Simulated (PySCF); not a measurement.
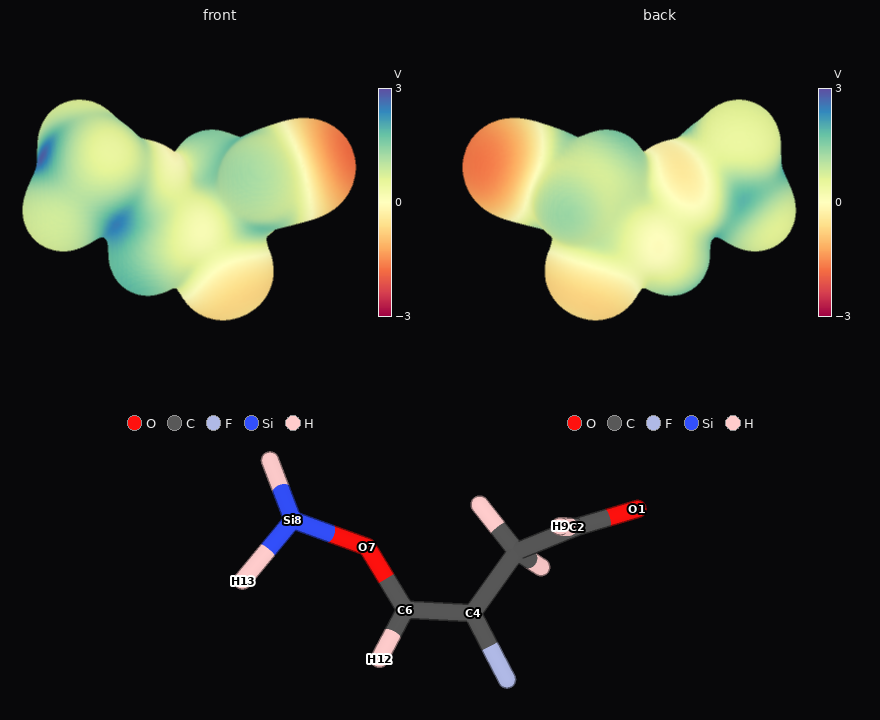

C$_{4}$H$_{6}$FO$_{2}$Si (SMILES O=CC/C(F)=C\O[SiH2]) (doublet). The molecular electrostatic potential painted on the density surface at 0.004 e/bohr³, seen from the front and from behind; the colour scale runs from red (negative) to blue (positive). The bare structure is drawn below in the same view.

Geometry: GFN2-xTB.

Level of theory: PySCF, UKS B3LYP, pcH-1 on C F H O Si, non-relativistic, mean-field spin-orbit, GIAO.

```yaml
atoms:
  - { symbol: O, position_ang: [-3.5127, -0.7940, 0.2849] }
  - { symbol: C, position_ang: [-2.3781, -0.4415, 0.4188] }
  - { symbol: C, position_ang: [-1.3573, -0.3705, -0.6946] }
  - { symbol: C, position_ang: [-0.4760, 0.8262, -0.5661] }
  - { symbol: F, position_ang: [-1.0637, 2.0023, -0.9043] }
  - { symbol: C, position_ang: [0.7865, 0.8621, -0.1368] }
  - { symbol: O, position_ang: [1.4472, -0.2441, 0.2119] }
  - { symbol: Si, position_ang: [2.8513, -0.5449, 1.0011] }
  - { symbol: H, position_ang: [-1.9756, -0.1371, 1.4042] }
  - { symbol: H, position_ang: [-1.8779, -0.3715, -1.6548] }
  - { symbol: H, position_ang: [-0.7281, -1.2615, -0.6226] }
  - { symbol: H, position_ang: [1.3173, 1.8043, -0.0810] }
  - { symbol: H, position_ang: [3.8155, 0.5316, 0.8341] }
  - { symbol: H, position_ang: [3.1511, -1.8620, 0.4829] }
```

Where is the surface potential most negative and most positive?

The most negative region (about −1.7 V, or −39 kcal/mol for a unit charge) lies over O1, the most positive (about +2.5 V, or +58 kcal/mol for a unit charge) over Si8. O1 is the likeliest acceptor of a hydrogen bond.
